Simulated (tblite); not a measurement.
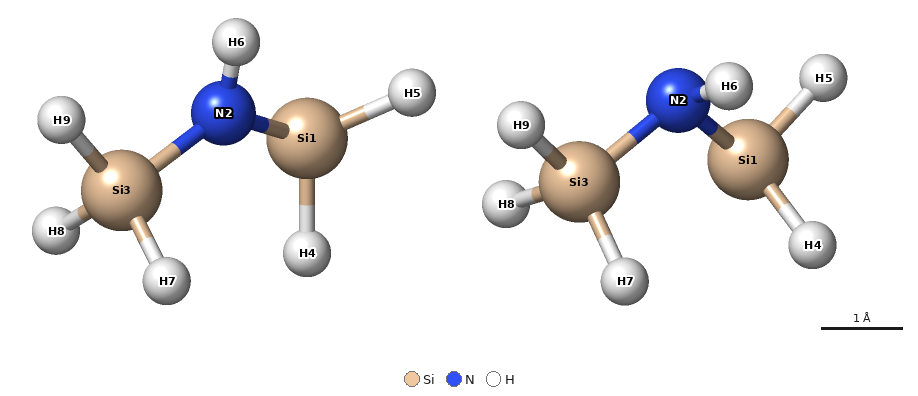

Two geometries of Si$_{2}$NH$_{6}$ (multiplicity 2), drawn at one scale. One is the start of a relaxation, the other its converged end. Style: ball-and-stick. Shown at a tilt.

All numbers below come from GFN2-xTB geometry optimisation, gas phase in tblite. 

Which of the two is the end point?

Answer. The left one is the relaxed one. H4 moves most after the best rigid fit: 1.12 Å. Largest moves by element: H 1.12 Å, Si 0.36 Å, N 0.17 Å. Near-neighbour distances that change, for instance: Si1–Si3 2.769 → 3.137 Å, N2–Si3 1.679 → 1.729 Å, Si1–N2 1.704 → 1.735 Å, Si3–H8 1.482 → 1.463 Å. Bond angles that change, for instance: Si1–N2–Si3 109.9° → 129.8°, H4–Si1–H5 107.0° → 115.0°, Si3–N2–H6 109.0° → 115.7°. The energy falls by 41.1 kJ/mol in 87 geometry steps.
